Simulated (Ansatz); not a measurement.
# Phonon calculation of C$_{2}$H$_{5}$NO

- system: C$_{2}$H$_{5}$NO, SMILES NC1CO1
- method: RKS B3LYP-D4/def2-SVP (Ansatz 0.2.0)

It belongs to a series of runs on one base structure; here: vibrations at the highest image of the band. Figures and captions count atoms from 1; the log counts them from 0 in places.

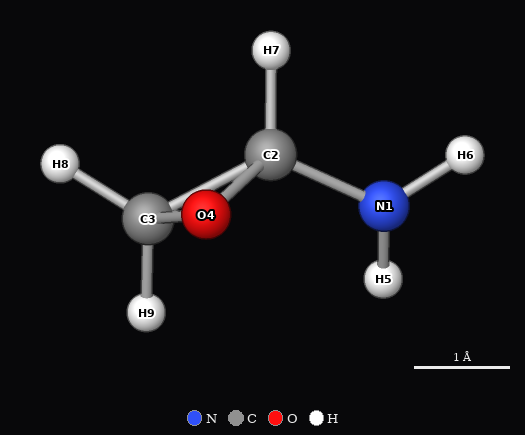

*The structure as given in the input (ball-and-stick view, seen at an oblique angle; atoms are numbered from 1 in the order of the input).*

Bond lengths as drawn: C–C 1.47 Å, C–H 1.10 Å, C–N 1.39 Å, C–O 1.42 to 1.45 Å and H–N 1.01 Å.

**The input**
```yaml
crystal:
  periodic: [false, false, false]
  atoms:
    - { symbol: "N", position_ang: [-0.710779, 0.89264, -0.692213] }
    - { symbol: C, position_ang: [0.298606, 0.373997, 0.117624] }
    - { symbol: C, position_ang: [0.371964, -1.048107, 0.462878] }
    - { symbol: O, position_ang: [1.300984, -0.494032, -0.458164] }
    - { symbol: H, position_ang: [-1.535094, 0.348229, -0.898182] }
    - { symbol: H, position_ang: [-0.773851, 1.888903, -0.834282] }
    - { symbol: H, position_ang: [0.737821, 1.102044, 0.81465] }
    - { symbol: H, position_ang: [0.77276, -1.373032, 1.434835] }
    - { symbol: H, position_ang: [-0.374012, -1.736842, 0.035753] }
basis:
  gaussian: { orbitals: def2-SVP }
hamiltonian:
  xc: b3lyp
  dispersion: d4
phonons: {}
```

Run on 1 thread of Arm Neoverse V1, 24 GiB of memory available, shared host.

Launch command:
```bash
ansatz run input.yaml --threads 1 --pin off --max-ram 2048MiB --backend cpu --events-out ev --progress --plain --runs-dir out
```

**What the program printed**
```
Engine: ansatz 0.2.0, aarch64-unknown-linux-gnu
Functional definition: B3LYP
  parameter a0 = 0.2
  parameter ax = 0.72
  parameter ac = 0.81
  exchange = (1 - a0 - ax)*slater_x + ax*b88_x + a0*exact_x
  correlation = (1 - ac)*vwn_rpa_c + ac*lyp_c
912 factors; integrals over basis functions are off by at most 3.2e-4 eV
mean field evaluation 1: about -5680.7473 eV, gradient 5.4e1 eV
mean field evaluation 2: about -5677.6346 eV, gradient 6.7e1 eV
mean field evaluation 4: about -5686.7401 eV, gradient 3.6e0 eV
mean field evaluation 8: about -5686.7626 eV, gradient 2.6e-2 eV
mean field -5686.76259442 eV, -208.9846707188 hartree, gradient 4.8e-5 eV, S^2 0.000000; 0 other end points of the search recorded, 0 dependent functions left out
the calculation of the forces begins
reference -5686.76278700 eV, -208.9846777959 hartree; 16, 16 occupied and 65, 65 virtual orbitals, 912 factors
these checks for a lower state are left out or cut short: stability, starts, cluster_reference, orbital_swaps, neighbouring_geometries, increment
912 factors; integrals over basis functions are off by at most 3.2e-4 eV
mean field evaluation 16: about -5686.7623 eV, gradient 1.7e-1 eV
mean field -5686.76240068 eV, -208.9846635991 hartree, gradient 2.4e-6 eV, S^2 0.000000; 0 other end points of the search recorded, 0 dependent functions left out
[... from here on the field's lines of each further geometry are left out, up to the last ...]
the calculation of the forces begins
reference -5686.76276065 eV, -208.9846768277 hartree; 16, 16 occupied and 65, 65 virtual orbitals, 912 factors
these checks for a lower state are left out or cut short: stability, starts, cluster_reference, orbital_swaps, neighbouring_geometries, increment
912 factors; integrals over basis functions are off by at most 3.2e-4 eV
mean field -5686.76256022 eV, -208.9846694621 hartree, gradient 9.0e-7 eV, S^2 0.000000; 0 other end points of the search recorded, 0 dependent functions left out
the calculation of the forces begins
reference -5686.76275282 eV, -208.9846765400 hartree; 16, 16 occupied and 65, 65 virtual orbitals, 912 factors
WARN: phonons: modes at or below zero, which the zero-point energy, F, S and C_V leave out: 1, the lowest at -451.82 cm⁻¹. A minimum has none, and a first-order saddle one
Total energy: -5686.95950092 eV, -208.9919068991 hartree
Atom 0 at    -0.710779     0.892640    -0.692213 Å, force     0.004282     0.004519     0.005156 eV/Å
Atom 1 at     0.298606     0.373997     0.117624 Å, force    -0.003875    -0.003756    -0.000894 eV/Å
Atom 2 at     0.371964    -1.048107     0.462878 Å, force    -0.000968    -0.001954     0.004621 eV/Å
Atom 3 at     1.300984    -0.494032    -0.458164 Å, force     0.005960     0.000755    -0.004538 eV/Å
Atom 4 at    -1.535094     0.348229    -0.898182 Å, force     0.000039     0.001312    -0.000939 eV/Å
Atom 5 at    -0.773851     1.888903    -0.834282 Å, force    -0.002448    -0.000705    -0.002990 eV/Å
Atom 6 at     0.737821     1.102044     0.814650 Å, force    -0.002785     0.000507    -0.001201 eV/Å
Atom 7 at     0.772760    -1.373032     1.434835 Å, force     0.000760    -0.001470    -0.000230 eV/Å
Atom 8 at    -0.374012    -1.736842     0.035753 Å, force    -0.000964     0.000793     0.001015 eV/Å
Dipole moment:    -0.504663     0.198356     0.223274 e Å
Vibrations: -451.82 182.60 428.38 501.07 766.61 844.35 932.07 1050.50 1106.65 1140.84 1158.98 1243.66 1323.13 1450.19 1539.81 1604.93 3043.40 3102.96 3128.14 3625.58 3745.75 cm⁻¹, zero-point energy 1.978762 eV
```

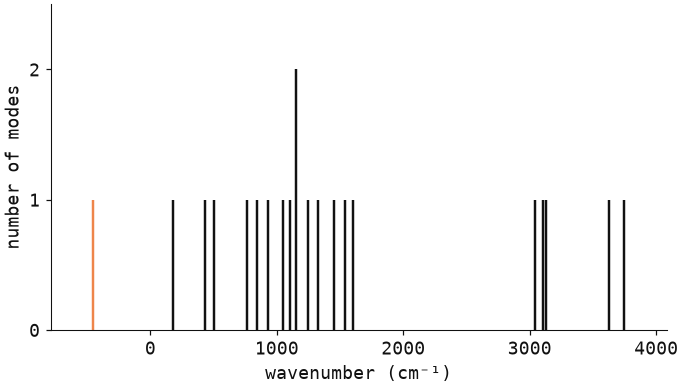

*Harmonic vibrational wavenumbers from the force constants; neighbouring modes closer than 19 cm⁻¹ are counted in one stick, and imaginary ones are drawn at negative wavenumbers.*

21 modes from 452i to 3746 cm⁻¹, 1 imaginary beyond 8i (452i cm⁻¹): a first-order saddle point, if the geometry is stationary.

**Summary**

```csv
quantity,value
outcome,converged
total energy,−5686.9595 eV
mean-field energy,−5686.7628 eV
largest force (length of the vector),0.008 eV/Å
wall time,1.8 min
peak memory,0.15 GiB
```
